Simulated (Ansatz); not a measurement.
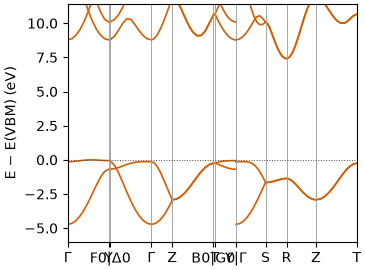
Band structure from DFT-LDA in the program Ansatz with PAW potentials

Problem. Read off the gap and where the band edges lie.

Solution. About 7.4 eV (7.40 eV by a search for the band edges); maximum on the Γ–Y line, 57 % of the way from Γ, minimum at R.

The material is H in space group Cmce (No. 64; H on 8f).

The workflow started from a Materials Project entry (that database holds measured and hypothetical structures alike); the Crystallography Open Database copy checked does not list it. It is not the usual solid phase (space group No. 194). Symmetry was held in the LDA relaxation; whether a distortion lowers the energy is not shown. The substance is a gas or liquid at ambient conditions. A crystal of weakly bound units computed without a dispersion correction: the cell and the soft elastic constants depend strongly on that.

Potentials: the later of the program's two PAW sets.
